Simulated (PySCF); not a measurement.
C4H9NOSi: excited-state calculation

- system: C4H9NOSi, SMILES O=C[C@@H]1CN[SiH2]C1
- method: TDDFT PBE0/def2-SVPD, vertical, gas phase, core orbitals frozen in the response (PySCF 2.14.0)

The geometry comes from this level: GFN2-xTB. It belongs to a series of runs on one base structure; here: H on C replaced by CHO.

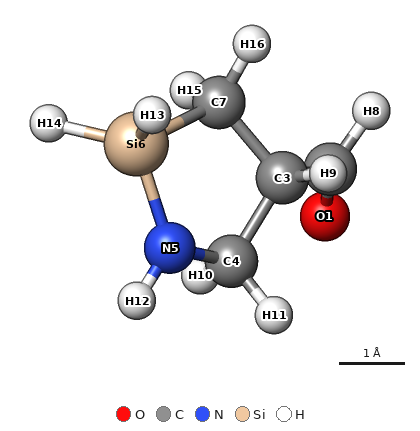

Figure 1. The input geometry (ball-and-stick view, seen at a tilt; atoms are numbered from 1 in the order of the input).

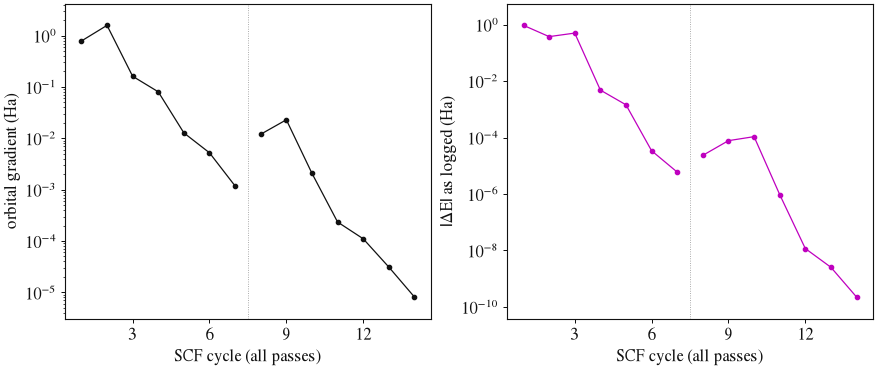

Figure 2. Convergence of the self-consistent field: orbital gradient and size of the energy change against the SCF cycle. The dotted line marks the change from a coarse to the final integration grid. The first 7 cycles use a coarse grid, the final grid takes over at cycle 8, and the field converges after 14 cycles in all.

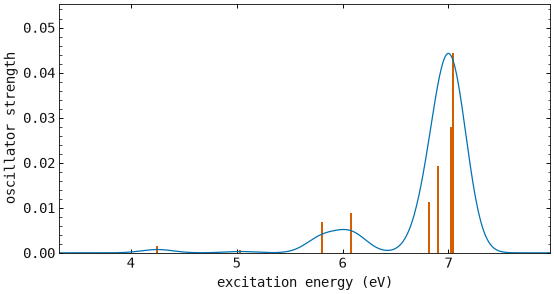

Figure 3. Computed excitations as sticks (degenerate states added up, dark ones marked on the axis), with a Gaussian envelope of 0.35 eV full width at half maximum, scaled to the tallest. Of the 8 states the lowest lies at 4.25 eV (f = 0.002); the strongest line is at 7.04 eV, or 176 nm (f = 0.044).

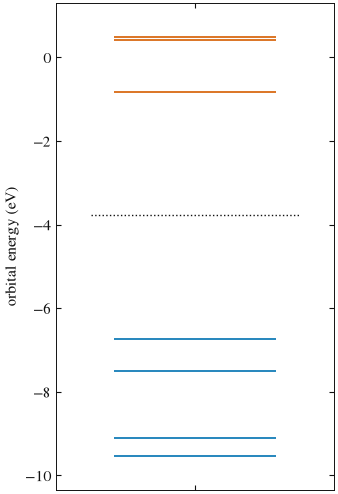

Figure 4. Orbital energies near the frontier; the dotted line parts filled from empty levels, and levels within 0.02 eV of each other stand side by side. Highest filled −6.74 eV, lowest empty −0.82 eV, 5.92 eV apart.

The input that produced these results follows, with the program's output.

Input
```
{"job": {"kind": "uv", "xc": "PBE0", "basis": "def2-SVPD", "nstates": 8, "ntriplets": 3}, "charge": 0, "multiplicity": 1}
O     -2.523805    -0.889457     1.180103
C     -2.152688    -0.096575     0.359281
C     -0.807338    -0.066883    -0.296849
C      0.062038    -1.278238     0.034107
N      1.420276    -0.907455    -0.311132
Si     1.769836     0.762593    -0.160216
C     -0.057718     1.193613     0.165251
H     -2.805402     0.744801     0.046446
H     -0.942394    -0.003732    -1.381003
H     -0.043828    -1.523637     1.099002
H     -0.250824    -2.151879    -0.545771
H      2.087121    -1.657711    -0.254727
H      2.276500     1.288024    -1.429944
H      2.613827     1.168889     0.968295
H     -0.230048     1.351583     1.230160
H     -0.423152     2.075009    -0.355366
```

The first line tells a small driver script what to run in PySCF; the rest is the geometry in Å.

Run as:
```bash
OMP_NUM_THREADS=1 python <driver script> task.json out
```

The program's output
```
coarse grid: 13696 points
cycle   1  E = -576.3708182934  dE =  9.424e-01  |g| = 7.831e-01  |ddm| = 5.635e+00
cycle   2  E = -575.9947823573  dE =  3.760e-01  |g| = 1.580e+00  |ddm| = 3.151e+00
cycle   3  E = -576.4966060217  dE = -5.018e-01  |g| = 1.613e-01  |ddm| = 2.350e+00
cycle   4  E = -576.5014008290  dE = -4.795e-03  |g| = 8.032e-02  |ddm| = 3.234e-01
cycle   5  E = -576.5028419583  dE = -1.441e-03  |g| = 1.274e-02  |ddm| = 1.398e-01
cycle   6  E = -576.5028759212  dE = -3.396e-05  |g| = 5.218e-03  |ddm| = 2.981e-02
cycle   7  E = -576.5028818670  dE = -5.946e-06  |g| = 1.179e-03  |ddm| = 8.963e-03
final grid: 127312 points
cycle   8  E = -576.5816391742  dE = -2.334e-05  |g| = 1.199e-02  |ddm| = 1.391e-01
cycle   9  E = -576.5815617644  dE =  7.741e-05  |g| = 2.292e-02  |ddm| = 4.220e-02
cycle  10  E = -576.5816690684  dE = -1.073e-04  |g| = 2.079e-03  |ddm| = 2.828e-02
cycle  11  E = -576.5816700226  dE = -9.542e-07  |g| = 2.344e-04  |ddm| = 2.896e-03
cycle  12  E = -576.5816700343  dE = -1.165e-08  |g| = 1.107e-04  |ddm| = 7.063e-04
cycle  13  E = -576.5816700368  dE = -2.520e-09  |g| = 3.116e-05  |ddm| = 1.997e-04
cycle  14  E = -576.5816700370  dE = -2.232e-10  |g| = 8.134e-06  |ddm| = 9.620e-05
converged SCF energy = -576.5816700370

Static polarisability (au): isotropic 80.993, principal 68.140 77.948 96.890

Singlet excitations
state   eV       nm        f      main configurations
  1   4.2511    291.7   0.00151   H-1->L 0.65, H->L 0.30
  2   5.0362    246.2   0.00059   H->L 0.68, H-1->L 0.29
  3   5.8072    213.5   0.00688   H->L+1 0.95
  4   6.0794    203.9   0.00882   H->L+2 0.94
  5   6.8116    182.0   0.01118   H->L+3 0.72, H->L+5 0.12, H-1->L+2 0.09
  6   6.9042    179.6   0.01920   H-1->L+2 0.57, H->L+4 0.21
  7   7.0248    176.5   0.02789   H->L+4 0.55, H-2->L 0.15, H-1->L+2 0.08
  8   7.0394    176.1   0.04426   H-1->L+1 0.83

Triplet excitations (Tamm-Dancoff, eV): 3.6444 4.9476 5.5551
```

Summary

- outcome: converged
- total energy: −576.581670 hartree
- HOMO: −6.74 eV
- LUMO: −0.82 eV
- dipole moment: 2.24 D
- mean polarisability: 80.99 a.u.
- lowest singlet excitation: 4.25 eV
- hardware: 1 CPU thread, shared host
- wall time: 29 s
- peak memory: 0.85 GiB
